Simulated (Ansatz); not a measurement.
# CH$_{5}$BO$_{2}$Si (SMILES OC[SiH]1BO1): what the fields show

```xyz
10

O    -1.5493    0.9199   -0.7657
C    -1.1722   -0.4208   -0.4877
Si    0.7367   -0.5120   -0.3913
B     1.6442   -0.1265    1.2857
O     1.0615    0.9356    0.7239
H    -1.1042    1.4801   -0.0984
H    -1.6194   -0.8147    0.4588
H    -1.5585   -1.0586   -1.3106
H     1.3640   -0.1790   -1.7181
H     2.2804   -0.2752    2.3063
```

Level of theory: RKS PBE-D4/def2-SVP (Ansatz).

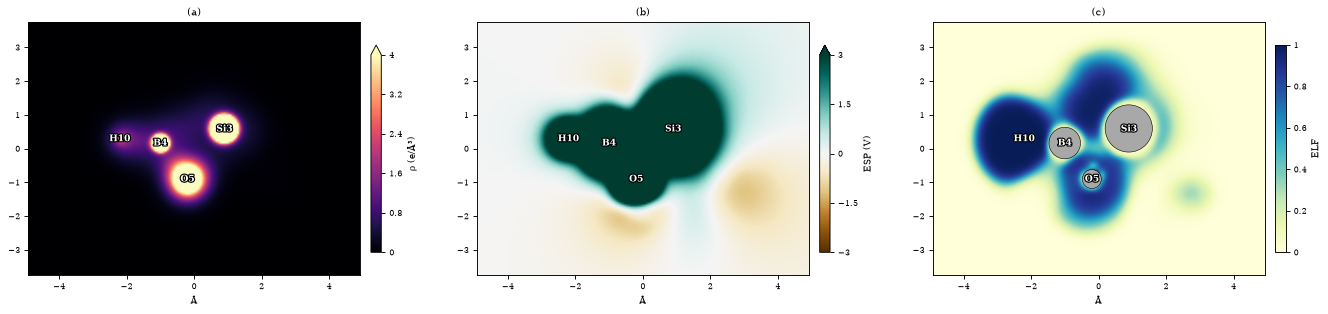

Figure 1. (a) electron density; (b) electrostatic potential; (c) ELF on the plane of atoms B4, Si3 and O5. Grey discs cover the atomic cores in the ELF map.

Question: What does the map show?

Answer: Atoms in the plane: Si, B, O and H. B–O (1.34 Å): ρ is about 2.3 e/Å³ halfway; the ELF peaks at about 0.90 between the atoms; a shared but strongly polarised pair. Si–O (1.86 Å): the density is about 0.72 e/Å³ at the midpoint; the ELF peaks at about 0.85 between the atoms (a shared but strongly polarised pair). Si–B (1.95 Å): the density is about 0.69 e/Å³ at the midpoint; the ELF peaks at about 0.75 between the atoms. The ELF also peaks beside O5, away from the bonds: lone-pair regions. Outside the dense part of the molecule the potential is most negative (−1.1 V) near O1, which lies off the plane.

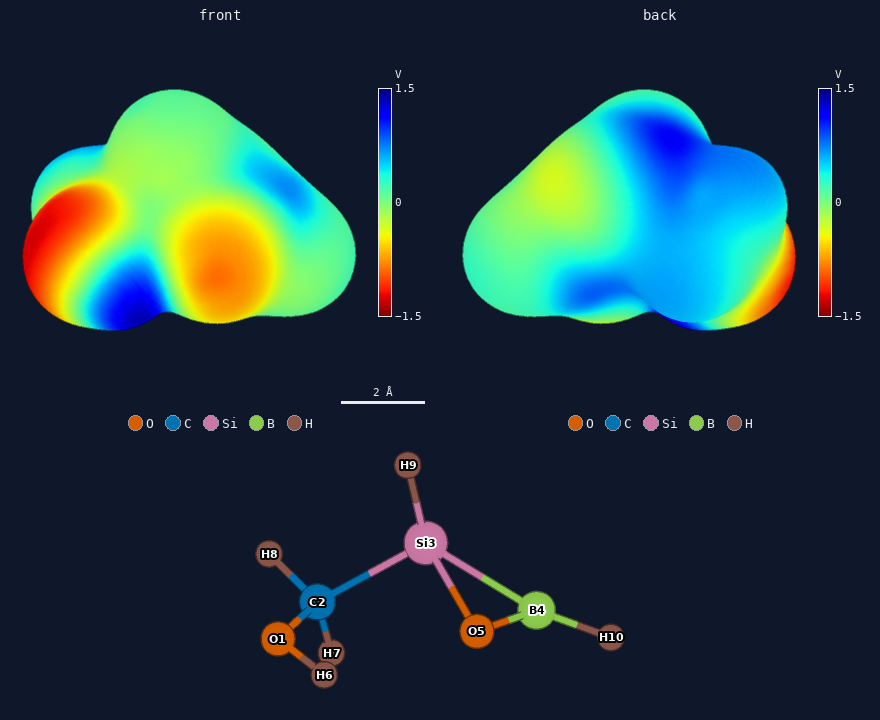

Figure 2. The molecular electrostatic potential painted on the density surface at 0.001 e/bohr³, seen from the front and from behind; the colour scale runs from red (negative) to blue (positive). The bare structure is drawn below in the same view.

Question: Describe the electrostatic potential map.

Answer: The most negative region (about −1.3 V) lies over O1, the most positive (about +1.3 V) over H6. O1 is the likeliest acceptor of a hydrogen bond.

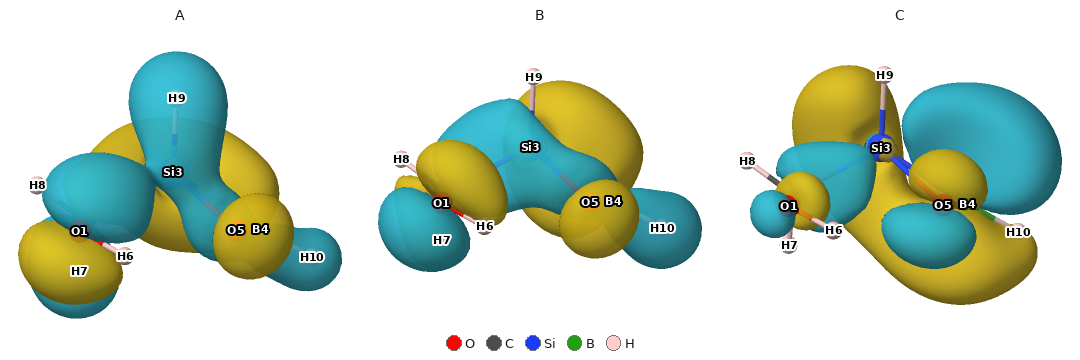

Figure 3. Three frontier orbitals at ±0.08 Å⁻³ᐟ² (yellow and cyan are the two phases), in no order.

Question: Order the three orbitals by energy and name them.

Answer: A is the HOMO−1 (−6.32 eV). It lies mainly on O1 (about 30 %), Si3 (about 25 %), O5 (about 10 %), C2 (about 10 %), B4 (about 5 %) and H9 (about 5 %). B is the HOMO (−5.67 eV). Its weight (Hirshfeld) is mainly on O1 (about 30 %), Si3 (about 25 %), B4 (about 15 %), O5 (about 10 %) and C2 (about 10 %). C is the LUMO (−1.95 eV). Its weight (Hirshfeld) is mainly on B4 (about 40 %), Si3 (about 25 %) and O5 (about 20 %).

Question: What is the HOMO–LUMO gap?

Answer: 3.72 eV between the orbital energies.

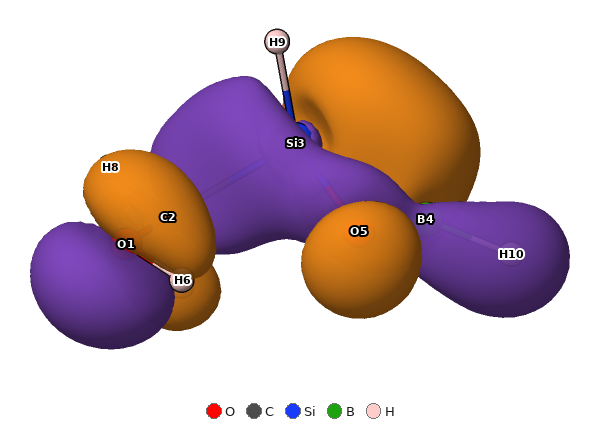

Figure 4. The HOMO at ±0.08 Å⁻³ᐟ² (orange and purple are the two phases), seen across its widest extent.

Question: Describe this orbital and give its energy.

Answer: Its weight (Hirshfeld) is mainly on O1 (about 30 %), Si3 (about 25 %), B4 (about 15 %), O5 (about 10 %) and C2 (about 10 %). Its energy is −5.67 eV.
